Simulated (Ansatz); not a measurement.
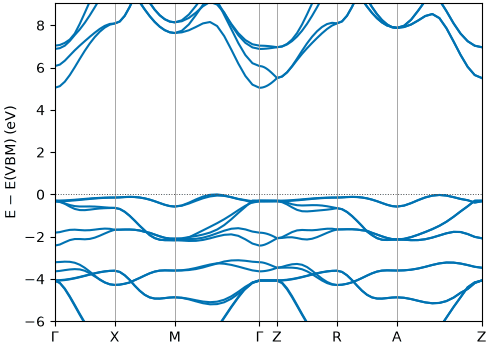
Band structure from plane-wave PAW PBE (Ansatz code)

Task: Read off the gap and where the band edges lie.

Result: About 5.0 eV (5.04 eV by a search for the band edges); maximum on the M–Γ line, 48 % of the way from M, minimum at Γ.

The material is SiO2 in space group P4_2/nmc (No. 137; Si on 2a, O on 4d).

A made-up cell: these elements were put on the sites of a structure type; neither database checked (COD, Materials Project) lists it. It is not the phase usual at ambient conditions (space group No. 92, 152, 154). The PBE relaxation kept the symmetry of its start; whether a distortion lowers the energy is not shown.

Potentials: the later of the program's two PAW sets.
